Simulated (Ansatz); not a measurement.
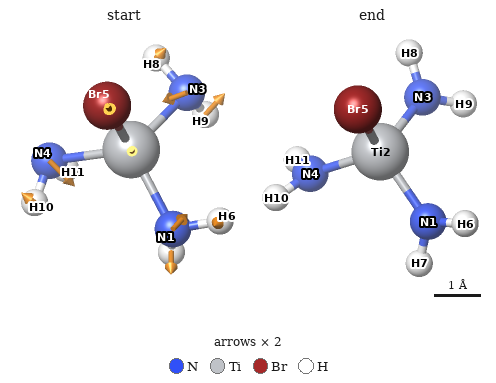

The structure of TiN3H6Br (coarse preliminary run) before (left) and after (right) a relaxation, at one scale. The orange arrows give the displacements, 2 times their true length.

The picture is a ball-and-stick view, seen at a tilt.

The start comes from a force field.

Method: RKS PBE-D4/def2-SVP in Ansatz. Settings: force threshold 0.03 eV/Å; at most 200 steps.

Describe what moved and what it gained.

Answer. The largest moves after the best rigid fit, 0.41 Å, are those of N4 and H11. By element the largest moves are H 0.41 Å, N 0.40 Å, Br 0.22 Å, Ti 0.15 Å. Among the contacts that change: Ti2–N4 2.091 → 1.874 Å, Ti2–N3 2.043 → 1.874 Å, N1–Ti2 1.993 → 1.874 Å, Ti2–Br5 2.497 → 2.418 Å. Among the angles between lasting bonds that change: Ti2–N4–H11 101.3° → 127.6°, Ti2–N4–H10 103.2° → 121.8°, Ti2–N1–H7 109.9° → 127.7°. Over 5 geometry steps the energy falls by 148.7 kJ/mol. Largest force component: 3.3 eV/Å at the start, 0.027 eV/Å at the end. Cost: 16 s on 4 threads of Arm Neoverse V1, with other jobs on the host.
